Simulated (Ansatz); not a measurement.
The parent structure is ZnS in the wurtzite structure (space group P6_3mc, No. 186; a = 3.7822 Å, c = 6.2077 Å). Axes: x lies along a and z along c of the hexagonal cell.

Modification: uniaxial strain ε_zz = +3.00 %, all other strain components held at zero, atoms relaxed at fixed cell.

Method: PBEsol, PAW, 420 eV (Ansatz, a program for electronic structure; no SOC).

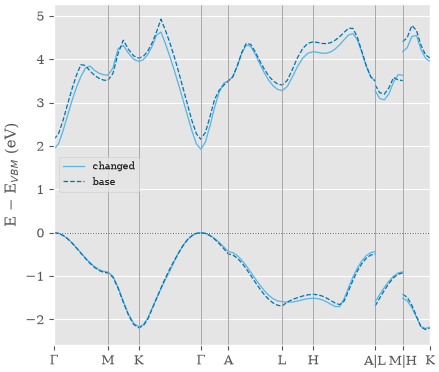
Highest valence and lowest conduction band along the path, each from its own valence-band maximum

Question: From the figure, how large is the changed gap, and is it direct?

Answer: About 1.9 eV, direct at Γ.

Stability against distortions was not tested.
